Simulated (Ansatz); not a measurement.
GaN (wurtzite), scan of one atom of the cell

Starting cell, GaN (wurtzite):

```yaml
crystal:
  lattice:
    - [3.21838, 0.00000, 0.00000]
    - [-1.60919, 2.78720, 0.00000]
    - [0.00000, 0.00000, 5.24320]
  atoms:
    - { symbol: Ga, position: [0.66667, 0.33333, 0.00096] }
    - { symbol: Ga, position: [0.33333, 0.66667, 0.50096] }
    - { symbol: N, position: [0.66667, 0.33333, 0.62424] }
    - { symbol: N, position: [0.33333, 0.66667, 0.12424] }
```

Scan: atom 2 (Ga, nearest neighbour N at 1.967 Å; its periodic images, 3.2 Å or more away, move with it) is displaced along Cartesian z, direction (0.000, 0.000, 1.000) in Cartesian axes, by s. The other atoms stay.

Level of theory: PBE (plane waves to 420 eV, PAW, scalar-relativistic; Ansatz, an electronic-structure program). k mesh 10×10×5 (Γ-centred), Fermi-Dirac smearing 0.05 eV. The energy includes the smearing's −TS. F∥ is the force on the atom along that direction. GaN was relaxed with its symmetry unable to fall. ΔE is measured from the undisplaced structure.

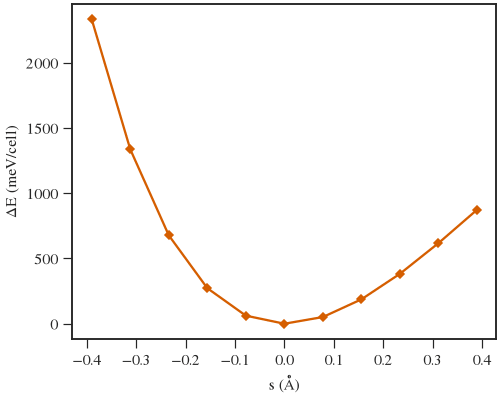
ΔE (meV/cell) against s (Å); markers are the computed points, lines only join them.

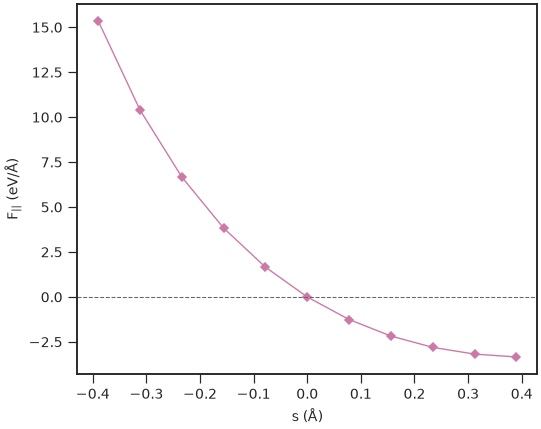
F∥ (eV/Å) against s (Å); one marker a computed point.

The force along the line at s = -0.390 Å is 15.4 eV/Å and the force constant k = d²E/ds² at s = 0 (finite differences) comes out as 18.5 eV/Å². Shape of the curve: a single well with its minimum at or next to zero displacement. Symmetry of the curve: not even: the negative side lies higher at ±0.390 Å. Harmonic estimate at the end of the scan: ½ks² = 1407 meV/cell against the computed 873 meV/cell, so the well is softer than harmonic there.

With its periodic images moving along, the atom's site symmetry in this cell is 3m..

(For displaced atoms, the force is minus the slope of the energy, and its curvature is a force constant, which sets phonon frequencies.)
